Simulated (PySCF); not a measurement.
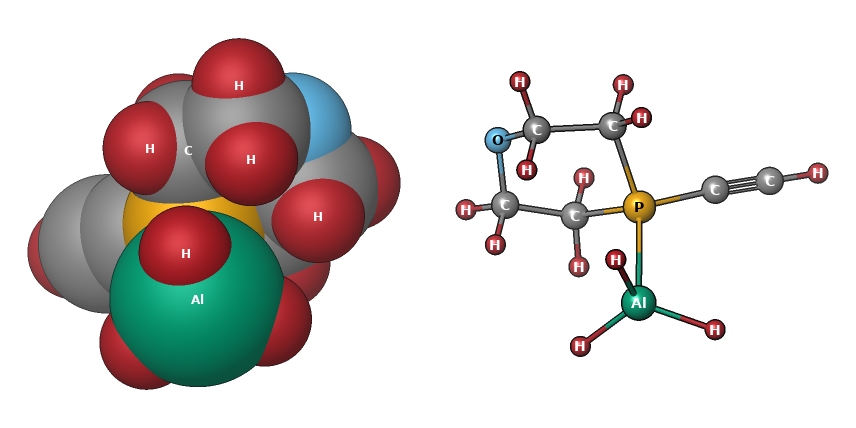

The same structure drawn twice, from different directions.

Computed geometry: PBE0-D3(BJ)/def2-SVP optimisation. No frequency run is at hand to confirm it as a minimum.

**Give the formula.**

C₆H₁₂AlOP, 21 atoms: 6 carbon, 12 hydrogen, 1 aluminium, 1 oxygen and 1 phosphorus.

**Write the SMILES.**

C#C[P+]1([AlH3-])CCOCC1

**How many bonds of each kind are drawn?**

9 C–H, 3 C–C, 3 C–P, 3 Al–H, 2 C–O, 1 Al–P.

**Name functional groups in it.**

Among them: ether, alkyne.

The parts below concern this one geometry. Atoms keep their numbers from picture to picture.

## Charges

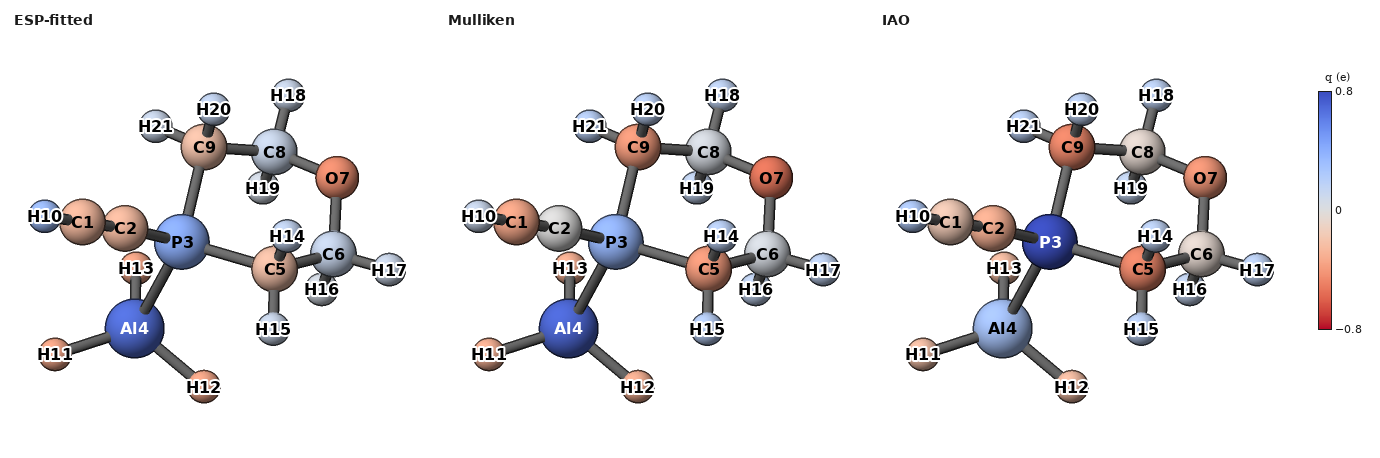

Atomic charges of one calculation by 3 schemes, on one colour scale. No frequency run is at hand to confirm it as a minimum. Method: PBE0/pcSseg-1 in chloroform (IEF-PCM) (PySCF 2.14.0).

**On which atom do the schemes disagree most?**

On P3 (from 0.35 to 0.78 e); Al4 (from 0.27 to 0.69 e).

List the charges (e), one line for each set of equivalent atoms. Atoms whose distances differ by more than 0.02 Å in this geometry are listed apart.

```json
{"atom": "C1", "ESP-fitted": "−0.25", "Mulliken": "−0.33", "IAO": "−0.16"}
{"atom": "C2", "ESP-fitted": "−0.24", "Mulliken": "0.00", "IAO": "−0.29"}
{"atom": "P3", "ESP-fitted": "0.39", "Mulliken": "0.35", "IAO": "0.78"}
{"atom": "Al4", "ESP-fitted": "0.65", "Mulliken": "0.69", "IAO": "0.27"}
{"atom": "C5, C9", "ESP-fitted": "−0.21", "Mulliken": "−0.39", "IAO": "−0.46"}
{"atom": "C6", "ESP-fitted": "0.11", "Mulliken": "0.04", "IAO": "−0.05"}
{"atom": "O7", "ESP-fitted": "−0.43", "Mulliken": "−0.51", "IAO": "−0.40"}
{"atom": "C8", "ESP-fitted": "0.10", "Mulliken": "0.04", "IAO": "−0.05"}
{"atom": "H10", "ESP-fitted": "0.31", "Mulliken": "0.10", "IAO": "0.23"}
{"atom": "H11", "ESP-fitted": "−0.33", "Mulliken": "−0.29", "IAO": "−0.22"}
{"atom": "H12", "ESP-fitted": "−0.33", "Mulliken": "−0.30", "IAO": "−0.23"}
{"atom": "H13", "ESP-fitted": "−0.33", "Mulliken": "−0.30", "IAO": "−0.23"}
{"atom": "H14, H20", "ESP-fitted": "0.14", "Mulliken": "0.18", "IAO": "0.17"}
{"atom": "H15", "ESP-fitted": "0.10", "Mulliken": "0.19", "IAO": "0.18"}
{"atom": "H16", "ESP-fitted": "0.05", "Mulliken": "0.14", "IAO": "0.13"}
{"atom": "H17", "ESP-fitted": "0.09", "Mulliken": "0.15", "IAO": "0.17"}
{"atom": "H18", "ESP-fitted": "0.10", "Mulliken": "0.15", "IAO": "0.17"}
{"atom": "H19", "ESP-fitted": "0.05", "Mulliken": "0.14", "IAO": "0.13"}
{"atom": "H21", "ESP-fitted": "0.10", "Mulliken": "0.19", "IAO": "0.18"}
```

## NMR shielding

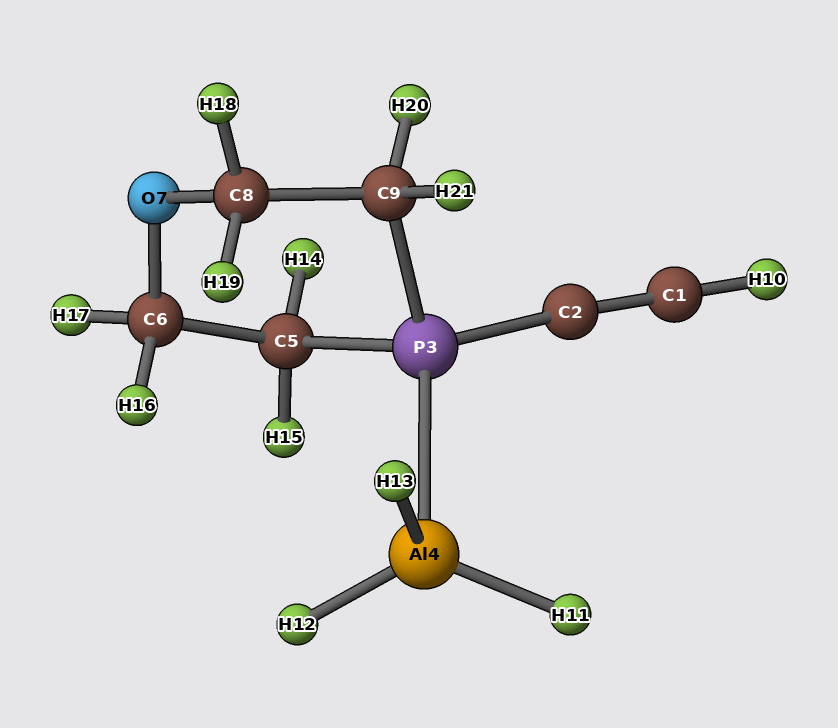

The questions are on isotropic NMR shieldings of the H atoms. No frequency run is at hand to confirm it as a minimum. Method: GIAO PBE0/pcSseg-1 NMR shielding, non-relativistic, gas phase (PySCF 2.14.0).

List the isotropic NMR shieldings of the H atoms.

| atom | σ (ppm) |
| --- | --- |
| H10 | 28.27 |
| H11 | 27.35 |
| H12 | 27.38 |
| H13 | 27.37 |
| H14 | 29.22 |
| H15 | 29.59 |
| H16 | 27.64 |
| H17 | 27.21 |
| H18 | 27.21 |
| H19 | 27.63 |
| H20 | 29.22 |
| H21 | 29.59 |

## Excitation

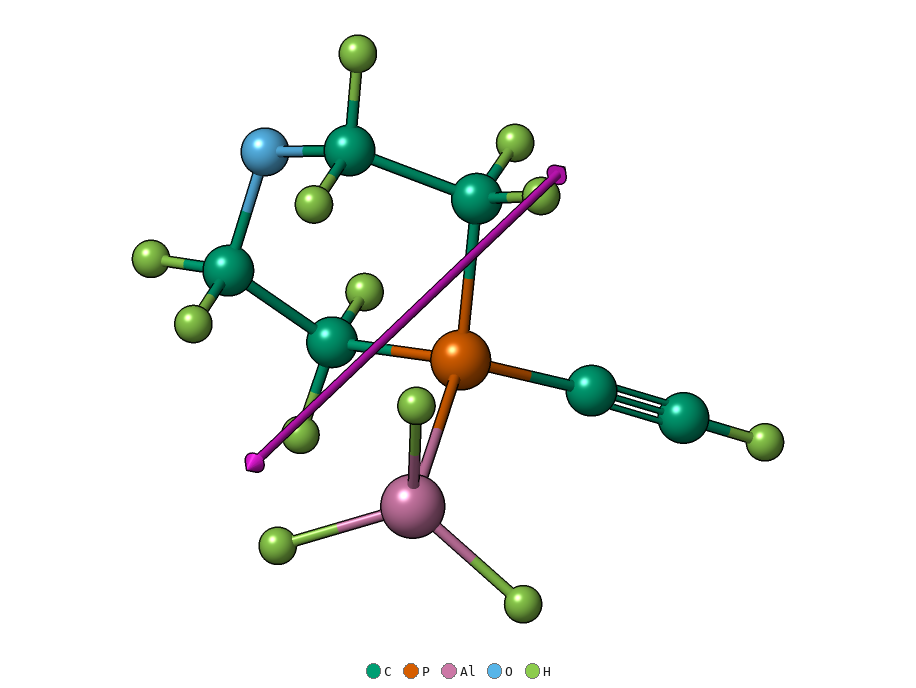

The double arrow shows the direction of the transition dipole to excited singlet state 4 (its length means nothing). No frequency run is at hand to confirm it as a minimum. Properties computed with TDDFT B3LYP/def2-SVPD, vertical, gas phase, core orbitals frozen in the response (PySCF 2.14.0).

**Where does the transition lie, and how strong is it?**

5.73 eV (216 nm), oscillator strength 0.071, mainly HOMO → LUMO+1 (weight 0.69); transition dipole 1.80 D.

Mulliken values depend strongly on the basis set and can even reverse the polarity of a bond.
